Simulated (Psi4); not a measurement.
**SiHCl2O (SMILES [O][SiH](Cl)Cl): UPBE/def2-SVP (sweep point 2)**

Aim: the energy change on altering one bond length of SiHCl2O at UPBE/def2-SVP (sweep point 2), from 2 runs. 

The results are computed with Psi4 1.11.

## Step 1: Starting point

The species is SiHCl2O (5 atoms), meant as a doublet with charge 0. SMILES: `[O][SiH](Cl)Cl`. The shape is that of a PBE0-D4/def2-TZVP optimisation.

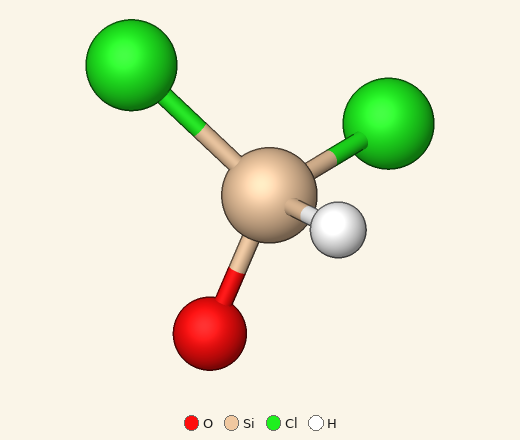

Viewed from a chosen angle; oxygen red, silicon light orange, chlorine green, hydrogen white.

## Step 2: The energy at UPBE/def2-SVP (sweep point 2)

calc.dat

```
memory 1600 mb

molecule m {
  0 2
  O      0.17404378    -1.35871308     2.86690350
  Si     0.15930391    -0.07558904     0.02815692
  Cl    -0.98964957     3.58027512     0.11489535
  Cl    -2.10156442    -1.99573976    -2.39957423
  H      2.85197467    -0.28931707    -0.68842723
  units au
  symmetry c1
}

set {
  reference uks
  puream true
  scf_type pk
  dft_radial_points 99
  dft_spherical_points 590
  maxiter 100
}

e, wfn = energy("pbe/def2-SVP", return_wfn=True)
```

On the command line:

```console
$ psi4 -i calc.dat -o calc.out -n 1
```

calc.out, cut to the lines that bear on the results:

```text
[...]
  Running in c1 symmetry.
[...]
  Nuclear repulsion =  266.665462402064918
[...]
  Multiplicity = 2
[...]
  Nalpha       = 29
  Nbeta        = 28
[...]
    Number of basis functions: 73
[...]
   @UKS iter   1: -1284.21896149808799    3.38148e-01   1.25259e-02 DIIS/ADIIS
[...]
   @UKS iter  12: -1284.71877694989371   -8.59018e-09   3.28383e-07 DIIS
[...]
   @S^2 Observed:                7.525659587E-01
[...]
    Orbital Energies [Eh]
    ---------------------
    Alpha Occupied:
       1A   -100.657069     2A   -100.657023     3A    -65.497406
       4A    -18.823718     5A     -9.194542     6A     -9.194512
       7A     -7.023022     8A     -7.023013     9A     -7.015455
      10A     -7.015437    11A     -7.015204    12A     -7.015190
      13A     -5.146446    14A     -3.562146    15A     -3.561120
      16A     -3.559651    17A     -0.905019    18A     -0.787148
      19A     -0.764960    20A     -0.495741    21A     -0.412926
      22A     -0.394858    23A     -0.376205    24A     -0.346357
      25A     -0.319504    26A     -0.318224    27A     -0.304725
      28A     -0.302445    29A     -0.286096
    Alpha Virtual:
[...]
  @UKS Final Energy: -1284.71877694989371
   => Energetics <=
    Nuclear Repulsion Energy =            266.6654624020649180
    One-Electron Energy =               -2306.5527412496253419
    Two-Electron Energy =                 840.9566634566466519
    DFT Exchange-Correlation Energy =     -85.7881615589798798
    Empirical Dispersion Energy =           0.0000000000000000
    VV10 Nonlocal Energy =                  0.0000000000000000
    Total Energy =                      -1284.7187769498937087
[...]
 Multipole Moments:
 ------------------------------------------------------------------------------------
     Multipole            Electronic (a.u.)      Nuclear  (a.u.)        Total (a.u.)
 ------------------------------------------------------------------------------------
 L = 1.  Multiply by 2.5417464519 to convert [e a0] to [Debye]
 Dipole X            :         -2.2412588            2.5234885            0.2822296
 Dipole Y            :          0.9091716           -0.7906295            0.1185421
 Dipole Z            :         -1.0252478            0.6373724           -0.3878754
 Magnitude           :                                                    0.4941185
[...]
```

Wall time 13 s (1 thread of AMD EPYC 7R43 (Zen 3), shared host); peak memory 0.71 GiB.

## Step 3: The distorted shape

calc.inp

```
memory 1.6 GB

molecule system {
  0 2
  O     -1.98011928    -1.18772877     3.44017838
  Si    -1.99485915     0.09539526     0.60143180
  Cl    -3.14381263     3.75125943     0.68817022
  Cl    -4.25572748    -1.82475545    -1.82629936
  H      2.85197467    -0.28931707    -0.68842723
  units au
  symmetry c1
}

set globals {
  basis                def2-SVP
  reference            uks
  puream               true
  scf_type             pk
  dft_radial_points    99
  dft_spherical_points 590
  maxiter              100
}

result, w = energy("pbe", return_wfn=True)
print_variables()
```

On the command line:

```console
$ psi4 -i calc.inp -o calc.out -n 1
```

calc.out, cut to the lines that bear on the results:

```text
[...]
  Running in c1 symmetry.
[...]
  Nuclear repulsion =  262.388278496149383
[...]
  Multiplicity = 2
[...]
  Nalpha       = 29
  Nbeta        = 28
[...]
    Number of basis functions: 73
[...]
   @UKS iter   1: -1284.20641579820312    2.01436e-01   1.24033e-02 DIIS/ADIIS
[...]
   @UKS iter  12: -1284.64124672667094   -7.35531e-09   6.80257e-07 DIIS
[...]
   @S^2 Observed:                8.193675879E-01
[...]
    Orbital Energies [Eh]
    ---------------------
    Alpha Occupied:
       1A   -100.670895     2A   -100.670855     3A    -65.513378
       4A    -18.762092     5A     -9.208001     6A     -9.207977
       7A     -7.036873     8A     -7.036866     9A     -7.028965
      10A     -7.028959    11A     -7.028232    12A     -7.028226
      13A     -5.159073    14A     -3.575113    15A     -3.574104
      16A     -3.571658    17A     -0.841062    18A     -0.791896
      19A     -0.775099    20A     -0.478435    21A     -0.400021
      22A     -0.364997    23A     -0.351012    24A     -0.322996
      25A     -0.319095    26A     -0.310789    27A     -0.307238
      28A     -0.276514    29A     -0.249928
    Alpha Virtual:
[...]
  @UKS Final Energy: -1284.64124672667094
   => Energetics <=
    Nuclear Repulsion Energy =            262.3882784961493826
    One-Electron Energy =               -2297.9782409469326012
    Two-Electron Energy =                 836.6203116528272403
    DFT Exchange-Correlation Energy =     -85.6715959287149076
    Empirical Dispersion Energy =           0.0000000000000000
    VV10 Nonlocal Energy =                  0.0000000000000000
    Total Energy =                      -1284.6412467266709427
[...]
 Multipole Moments:
 ------------------------------------------------------------------------------------
     Multipole            Electronic (a.u.)      Nuclear  (a.u.)        Total (a.u.)
 ------------------------------------------------------------------------------------
 L = 1.  Multiply by 2.5417464519 to convert [e a0] to [Debye]
 Dipole X            :         -3.2027098            3.6008073            0.3980975
 Dipole Y            :          1.2540417           -0.8761405            0.3779012
 Dipole Z            :         -1.3648308            0.3506718           -1.0141590
 Magnitude           :                                                    1.1531736
[...]
```

Run time: 14 s. Hardware: 1 thread of AMD EPYC 7R43 (Zen 3), shared host; peak memory 0.66 GiB.

## Step 4: Outcome

Level: UPBE/def2-SVP (sweep point 2).

| quantity | value |
| --- | --- |
| first shape: total energy | -1284.71878 Eh |
| first shape: dipole moment | 1.26 D |
| first shape: HOMO energy (highest over α and β) | -7.49 eV |
| first shape: LUMO energy (lowest over α and β) | -6.90 eV |
| first shape: ⟨S²⟩ | 0.753 |
| distorted shape: total energy | -1284.64125 Eh |
| distorted shape: dipole moment | 2.93 D |
| distorted shape: HOMO energy (highest over α and β) | -6.61 eV |
| distorted shape: LUMO energy (lowest over α and β) | -5.70 eV |
| distorted shape: ⟨S²⟩ | 0.819 |
| energy change with the Si2–H5 bond stretched from 1.479 to 2.662 Å | 2.110 eV |

**Reading.** With the Si2–H5 bond stretched from 1.479 to 2.662 Å the energy rises by 2.11 eV (49 kcal/mol). The first shape isn't relaxed at this level, so the change isn't measured from a minimum.
